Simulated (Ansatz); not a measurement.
Potential energy surface of H2Be, singlet: collinear H-Be-H surface. Scanned: H-Be distance and Be-H distance.

Calculation: CCSD(T) on RHF/aug-cc-pVTZ, frozen core in Ansatz (a first-principles code).

Energy in eV above the lowest grid point; x is the H-Be distance (Å), y the Be-H distance (Å).

```csv
y \ x,1.13,1.20,1.28,1.32,1.39,1.45,1.55,1.64,1.73,1.88,2
2,1.916,1.657,1.520,1.500,1.524,1.593,1.777,1.992,2.236,2.669,3.018
1.86,1.509,1.249,1.111,1.091,1.115,1.183,1.367,1.582,1.826,2.260,2.610
1.75,1.193,0.933,0.794,0.774,0.798,0.866,1.048,1.263,1.506,1.941,2.292
1.64,0.898,0.638,0.498,0.477,0.501,0.568,0.750,0.964,1.207,1.641,1.992
1.53,0.647,0.386,0.246,0.225,0.247,0.314,0.495,0.708,0.950,1.384,1.735
1.44,0.497,0.236,0.096,0.074,0.096,0.162,0.342,0.554,0.795,1.228,1.579
1.39,0.445,0.184,0.044,0.022,0.044,0.110,0.289,0.501,0.741,1.174,1.524
1.33,0.423,0.162,0.022,0.000,0.021,0.087,0.265,0.476,0.717,1.148,1.499
1.25,0.482,0.221,0.081,0.059,0.080,0.145,0.323,0.534,0.774,1.204,1.554
1.20,0.585,0.325,0.185,0.164,0.184,0.249,0.427,0.638,0.877,1.307,1.657
1.13,0.844,0.585,0.446,0.424,0.445,0.510,0.688,0.898,1.137,1.567,1.916
```

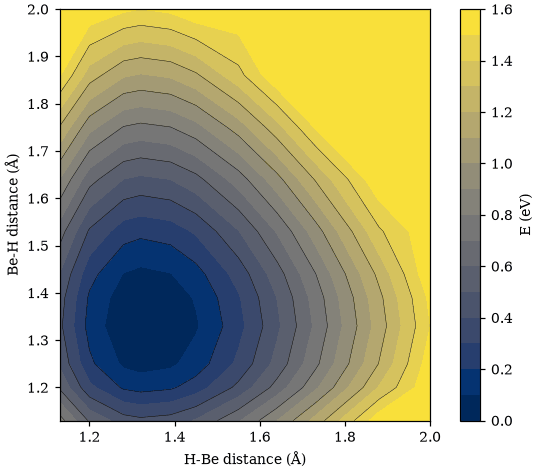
Energy surface, cut off at 2 eV.

Points that lie below all their neighbours on the grid: x = 1.32, y = 1.33 (0.000 eV).
